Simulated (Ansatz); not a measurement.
# Ligand exchange: SiH2(CH3)Cl + C3H9N → SiH2(CH3)(NH2) + C3H7Cl

Gas-phase species: SiH2(CH3)Cl ((chlorosilyl)methane), singlet; C3H9N (isopropylamine) `CC(C)N`, singlet; SiH2(CH3)(NH2), singlet; C3H7Cl (2-chloropropane) `CC(C)Cl`, singlet. The partners trade Cl for NH2: Si–Cl and C–NH2 bonds give way to Si–NH2 and C–Cl.

Shapes, held fixed at every level: PBE0-D4/def2-TZVP. Flexible molecules stand in one conformer, not always the lowest. Programs: Ansatz 0.2.0. The zero-point and thermal change to 298 K, harmonic and unscaled (PBE0-D4/def2-TZVP), is -4.4 kJ/mol.

| level | kind | ΔH(298 K) (kJ/mol) | less CCSD(T)/CBS estimate |
| --- | --- | --- | --- |
| SPW92/def2-TZVPP | LDA | +34.4 | +1.3 |
| B3LYP-D4/def2-TZVPP | global hybrid | +31.6 | -1.5 |
| PBE0-D4/def2-TZVPP | global hybrid | +36.4 | +3.3 |
| r2SCAN0-D4/def2-TZVPP | global hybrid | +35.6 | +2.5 |
| MP2/def2-TZVPP | perturbation theory | +33.5 | +0.4 |
| CCSD/def2-TZVPP | coupled cluster or CI | +35.3 | +2.2 |
| CCSD(T)/CBS estimate | coupled cluster or CI | +33.1 | 0.0 |

The highest level, CCSD(T)/CBS estimate, gives ΔH(298 K) = +33.1 kJ/mol; the levels span +31.6 to +36.4. The column of differences is taken from that level and isn't an error. No measured value is set beside it here. The CBS estimate extrapolates MP2 from def2-TZVPP and def2-QZVPP and adds CCSD(T) − MP2 in the triple-zeta set, cores frozen.

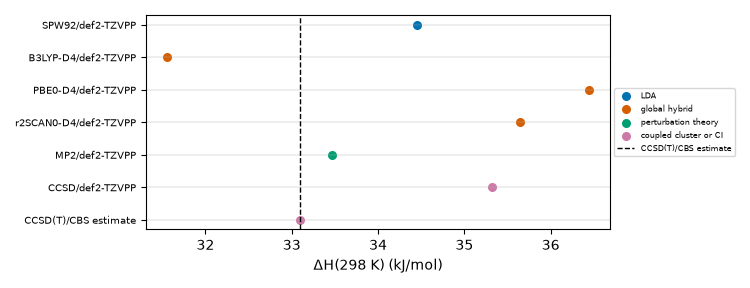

The values of the table, level by level.
